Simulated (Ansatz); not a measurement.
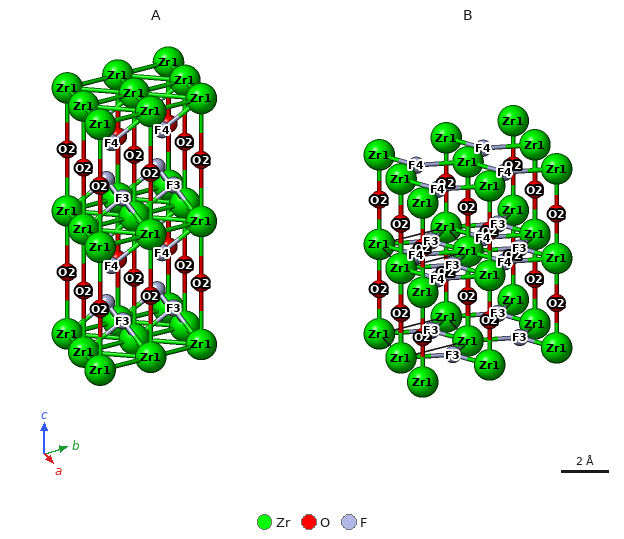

Two geometries of solid ZrOF₂ (a generated structure, set up in P-3m1) (coarse preliminary run), drawn at one scale. One is the start of a relaxation, the other its converged end. A ball-and-stick model of the cell of the calculation, repeated 2 × 2 × 2 with one cell outlined, seen slightly off an axis.

These are results of DFT PBE, scalar-relativistic, plane waves, PAW (Ansatz 0.2.0), not measurements. Set-up: plane-wave cutoff 420 eV; k-point mesh 6 × 6 × 4; occupations gaussian; smearing width 0.1 eV; no spin polarisation; cell and atoms relaxed; force threshold 0.04 eV/Å; at most 70 steps.

Which of the two is the end point?

Structure B is the relaxed one. Over 18 accepted moves (21 points after the start) the energy falls by 2398 meV per atom. Largest force component: 1.4 eV/Å at the start, 0.00022 eV/Å at the end. The pressure goes from 29.50 to −0.05 GPa. At 3 points the geometry stayed and the basis and grid were re-selected for the new cell (energy shift of 249 meV per atom at most each time). The largest moves relative to the cell, 0.93 Å, are those of F3 and F4. F4 goes along +c. Zr and O stay in place. The drawn cell changes as follows: a = b 2.984 → 3.950 Å (+32.4 %), c 5.454 → 3.969 Å (−27.2 %); the volume changes by +27.5 %. Among the contacts that change: Zr1–Zr1 2.984 → 3.950 Å, Zr1–O2 2.727 → 1.985 Å, Zr1–F3 2.142 → 2.281 Å. Among the angles between lasting bonds that change: Zr1–F3–Zr1 88.3° → 120.0°. The space group (tolerance 0.01 Å) goes from P-3m1 (No. 164) to P6/mmm (No. 191). Cost: 20 s on 1 thread of AMD EPYC 9R45 96-Core Processor (Zen 5), with other jobs on the host, peak memory 0.37 GiB.
